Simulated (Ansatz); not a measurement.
Breaking a bond: MgH, doublet.

- ROCCSD(T) = CCSD(T) on ROHF/def2-TZVP, frozen core (Ansatz, an electronic-structure program)
- UKS-PBE = unrestricted PBE/def2-TZVP run with Ansatz
- UKS-CAM-B3LYP = unrestricted CAM-B3LYP/def2-TZVP (Ansatz)
- UKS-B3LYP = Ansatz with unrestricted B3LYP/def2-TZVP
- UCCSD(T) = CCSD(T) on UHF/def2-TZVP, frozen core run with Ansatz
- FCI = Ansatz with full CI/def2-TZVP, frozen core

Cost and accuracy over the 23 points of the scan, with FCI as yardstick. Costs are rough ratios of core time within Ansatz on shared cores, each with its mean field (Kohn-Sham runs search longer for lower solutions than correlated ones do); the miss is the largest error against full CI of the curve after the mean shift, in eV.

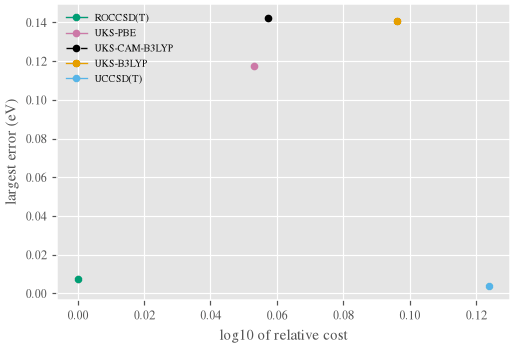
Figure: Miss against cost, one point a level.

| level | relative cost | largest error |
|---|---|---|
| ROCCSD(T) | 1 | 0.007 |
| UKS-PBE | 1 | 0.118 |
| UKS-CAM-B3LYP | 1 | 0.143 |
| UKS-B3LYP | 1 | 0.141 |
| UCCSD(T) | 1 | 0.004 |

Costs within a factor of two of each other count as equal.

The T1 diagnostic of CCSD on the restricted reference of ROCCSD(T) exceeds 0.045 at 2.00 to 3.16 Å. The unrestricted determinant behind UCCSD(T) is spin-contaminated at 2.36 to 3.16 Å (<S²> up to 0.9, against 0.75 for a pure doublet).
